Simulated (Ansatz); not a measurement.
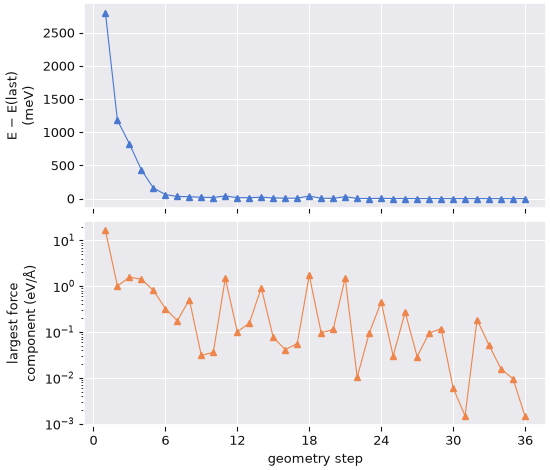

History of a geometry optimisation.

System: GeH₆O.
Method: Ansatz, RKS PBE0-D4/def2-TZVP.

How did the optimisation end?

Answer. The optimisation met its thresholds at geometry 36, counting the start as the first. The energy fell by about 2800 meV from the first step to the last, with a rise at steps 11, 18 and 21. The largest force component goes from about 17 eV/Å at the start to 1.5 × 10⁻³ eV/Å at the end.

By which step was nine tenths of the energy gained?

Answer. By step 5 of 36.
